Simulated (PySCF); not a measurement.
**GeCl₂: GW calculation**

The run: GW calculation of GeCl₂, SMILES [Cl][Ge][Cl]. Method and program: G0W0 (KT3)/ANO-R1, RKS (PySCF 2.14.0).

The geometry comes from this level: GFN2-xTB.

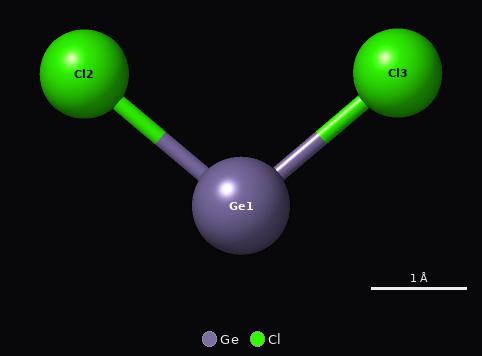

Fig. 1: The input geometry (ball-and-stick view, seen on its broad side; atoms are numbered from 1 in the order of the input). Sticks mark near contacts. Bond lengths as drawn: Cl–Ge 2.16 Å.

**Input (calc.py)**
```python
# GeCl2
from pyscf import gto, dft, gw

mol = gto.Mole()
mol.atom = 'Ge 0.004890 -0.007110 -0.931180; Cl 1.647840 -0.018820 0.474730; Cl -1.652730 0.025930 0.456450'
mol.basis = 'ano-r1'
mol.spin = 0
mol.max_memory = 1860
mol.verbose = 4
mol.build()

mf = dft.RKS(mol)
mf.xc = 'kt3'
mf.kernel()

e_final = mf.e_tot
print('E = %.10f Eh' % e_final)

nocc = mol.nelec[0]
orbs = list(range(max(0, nocc - 3), min(mol.nao, nocc + 3)))
mygw = gw.GW(mf, freq_int='ac')
mygw.orbs = orbs
mygw.kernel()
print('orbital   mean field (eV)   quasiparticle (eV)')
for p in orbs:
    print('%4d %12.4f %12.4f' % (p + 1, mf.mo_energy[p] * 27.211386, mygw.mo_energy[p] * 27.211386))
```

Run as:
```bash
OMP_NUM_THREADS=1 python calc.py
```

**Log**
```
PySCF version 2.14.0

[INPUT] num. atoms = 3
[INPUT] num. electrons = 66
[INPUT] charge = 0
[INPUT] spin (= nelec alpha-beta = 2S) = 0
[INPUT] symmetry False subgroup None
[INPUT] Mole.unit = angstrom
[INPUT] Symbol           X                Y                Z      unit          X                Y                Z       unit  Magmom
[INPUT]  1 Ge     0.004890000000  -0.007110000000  -0.931180000000 AA    0.009240760749  -0.013435952746  -1.759675172672 Bohr   0.0
[INPUT]  2 Cl     1.647840000000  -0.018820000000   0.474730000000 AA    3.113966297103  -0.035564645664   0.897109683115 Bohr   0.0
[INPUT]  3 Cl    -1.652730000000   0.025930000000   0.456450000000 AA   -3.123207057852   0.049000598410   0.862565489558 Bohr   0.0

nuclear repulsion = 312.606018081434
number of shells = 10
number of NR pGTOs = 322
number of NR cGTOs = 75
basis = ano-r1
ecp = {}

******** <class 'pyscf.dft.rks.RKS'> ********
method = RKS
initial guess = minao
damping factor = 0
level_shift factor = 0
DIIS = <class 'pyscf.scf.diis.CDIIS'>
diis_start_cycle = 1
diis_space = 8
diis_damp = 0
SCF conv_tol = 1e-09
SCF conv_tol_grad = None
SCF max_cycles = 50
direct_scf = True
direct_scf_tol = 1e-13
XC library pyscf.dft.libxc version 7.0.0
    S. Lehtola, C. Steigemann, M. J.T. Oliveira, and M. A.L. Marques.,  SoftwareX 7, 1–5 (2018)
XC functionals = kt3
radial grids:
    Treutler-Ahlrichs [JCP 102, 346 (1995); DOI:10.1063/1.469408] (M4) radial grids

becke partition: Becke, JCP 88, 2547 (1988); DOI:10.1063/1.454033
pruning grids: <function nwchem_prune>
grids dens level: 3
symmetrized grids: False
atomic radii adjust function: <function treutler_atomic_radii_adjust>
small_rho_cutoff = 0
Set gradient conv threshold to 3.16228e-05
Initial guess from minao.
tot grids = 58400
init E= -3001.29100492024
  HOMO = -0.259891230023025  LUMO = -0.114424273391677  gap/eV = 3.95836
cycle= 1 E= -3001.05227001143  delta_E= 0.239  |g|= 0.501  |ddm|= 1.98
  HOMO = -0.19784828445534  LUMO = -0.147759542018984  gap/eV = 1.36298
cycle= 2 E= -3000.62086297472  delta_E= 0.431  |g|= 1.26  |ddm|= 2.18
  HOMO = -0.242485889072174  LUMO = -0.124184871276673  gap/eV = 3.21913
cycle= 3 E= -3001.13993131941  delta_E= -0.519  |g|= 0.0808  |ddm|=  1.6
  HOMO = -0.256930076401958  LUMO = -0.137210337673127  gap/eV = 3.25774
cycle= 4 E= -3001.14120099631  delta_E= -0.00127  |g|= 0.0366  |ddm|= 0.104
  HOMO = -0.254623568906967  LUMO = -0.135336955325813  gap/eV = 3.24595
cycle= 5 E= -3001.14143801973  delta_E= -0.000237  |g|= 0.0112  |ddm|= 0.0328
  HOMO = -0.254229497529058  LUMO = -0.134847390775698  gap/eV = 3.24855
cycle= 6 E= -3001.14147325303  delta_E= -3.52e-05  |g|= 0.00171  |ddm|= 0.0143
  HOMO = -0.254125111842791  LUMO = -0.134687440162358  gap/eV = 3.25006
cycle= 7 E= -3001.14147401754  delta_E= -7.65e-07  |g|= 0.000625  |ddm|= 0.00234
  HOMO = -0.254121710500246  LUMO = -0.134664043160759  gap/eV = 3.25061
cycle= 8 E= -3001.14147413148  delta_E= -1.14e-07  |g|= 0.000186  |ddm|= 0.00101
  HOMO = -0.254127571085682  LUMO = -0.134666653738591  gap/eV = 3.25070
cycle= 9 E= -3001.14147414247  delta_E= -1.1e-08  |g|= 7.41e-05  |ddm|= 0.000406
  HOMO = -0.254131575075805  LUMO = -0.134669763836178  gap/eV = 3.25072
cycle= 10 E= -3001.14147414438  delta_E= -1.91e-09  |g|= 6.66e-06  |ddm|= 0.000117
  HOMO = -0.254130386737381  LUMO = -0.134668668146726  gap/eV = 3.25072
cycle= 11 E= -3001.1414741444  delta_E= -1.36e-11  |g|= 2.82e-06  |ddm|= 9.66e-06
  HOMO = -0.254130466698296  LUMO = -0.13466894216342  gap/eV = 3.25071
```

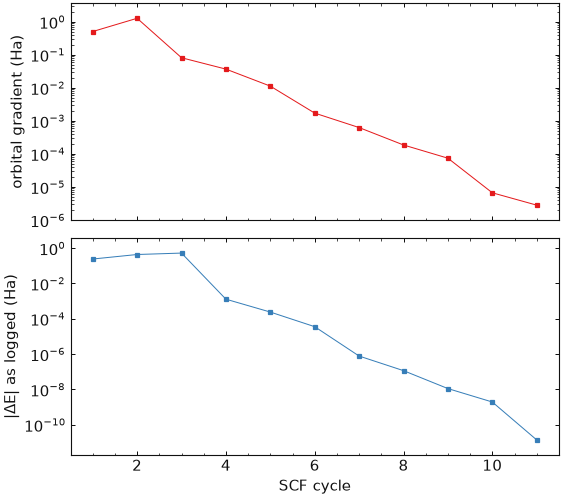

Fig. 2: Convergence of the self-consistent field: orbital gradient and size of the energy change against the SCF cycle. The residual comes down, with one marked jump up, by a factor of about 2.5, at step 2.

```
Extra cycle  E= -3001.14147414439  delta_E= 1.09e-11  |g|= 3.75e-06  |ddm|= 6.68e-06
converged SCF energy = -3001.14147414439
E = -3001.1414741444 Eh
ETB for Ge: l = 0, exps = 0.0675952 * 2^n , n = 0..21
ETB for Ge: l = 1, exps = 0.05601263237120712 * 2^n , n = 0..19
ETB for Ge: l = 2, exps = 0.04641476 * 2^n , n = 0..17
ETB for Ge: l = 3, exps = 0.12211136844455064 * 2^n , n = 0..14
ETB for Ge: l = 4, exps = 0.14631590130298483 * 2^n , n = 0..11
ETB for Ge: l = 5, exps = 0.3849386473894358 * 2^n , n = 0..8
ETB for Ge: l = 6, exps = 0.46123998 * 2^n , n = 0..5
ETB for Cl: l = 0, exps = 0.12558022 * 2^n , n = 0..19
ETB for Cl: l = 1, exps = 0.10356591871635572 * 2^n , n = 0..17
ETB for Cl: l = 2, exps = 0.08541074 * 2^n , n = 0..14
ETB for Cl: l = 3, exps = 0.19079708635338957 * 2^n , n = 0..10
ETB for Cl: l = 4, exps = 0.42621722 * 2^n , n = 0..6

WARN: Even tempered Gaussians are generated as DF auxbasis for  Ge Cl

******** <class 'pyscf.gw.gw_ac.GWAC'> ********
method = GWAC
GW nocc = 33, nvir = 42
frozen orbitals = None
off-diagonal self-energy = False
GW density matrix = False
density-fitting for exchange = False
outcore for self-energy= False
broadening parameter = 5.000e-03
number of grids = 100
analytic continuation method = pade
imaginary frequency cutoff = 5.0
Pade points = 18
Pade step ratio = 0.667
use perturbative linearized QP eqn = False
QPE max iter = 100
QPE tolerance = 1.0e-06

Starting get_sigma_diag main loop with 100 frequency points.
   0    1    2    3    4    5    6    7    8    9   10   11
  12   13   14   15   16   17   18   19   20   21   22   23
  24   25   26   27   28   29   30   31   32   33   34   35
  36   37   38   39   40   41   42   43   44   45   46   47
  48   49   50   51   52   53   54   55   56   57   58   59
  60   61   62   63   64   65   66   67   68   69   70   71
  72   73   74   75   76   77   78   79   80   81   82   83
  84   85   86   87   88   89   90   91   92   93   94   95
  96   97   98   99
Finished get_sigma_diag main loop.

WARN: GW QP energies may not be sorted from min to max

orbital   mean field (eV)   quasiparticle (eV)
  31      -7.9999     -10.0977
  32      -7.5621      -9.8407
  33      -6.9152      -9.1566
  34      -3.6645      -0.4977
  35      -0.8133       2.4443
  36      -0.7839       2.5535
```

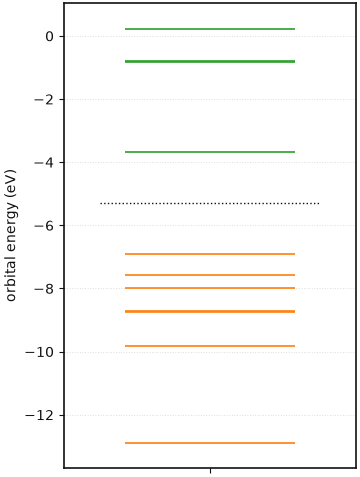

Fig. 3: Orbital energies near the frontier; the dotted line parts filled from empty levels, and levels within 0.02 eV of each other stand side by side. Highest filled −6.92 eV, lowest empty −3.66 eV, 3.26 eV apart.

**Summary**

```csv
quantity,value
outcome,converged
total energy,−3001.141474 hartree
basis functions,75
HOMO,−6.92 eV
LUMO,−3.66 eV
dipole moment,1.66 D
hardware,"1 thread of Arm Neoverse V1, 24 GiB of memory available, shared host"
wall time,56 s
peak memory,0.4 GiB
```
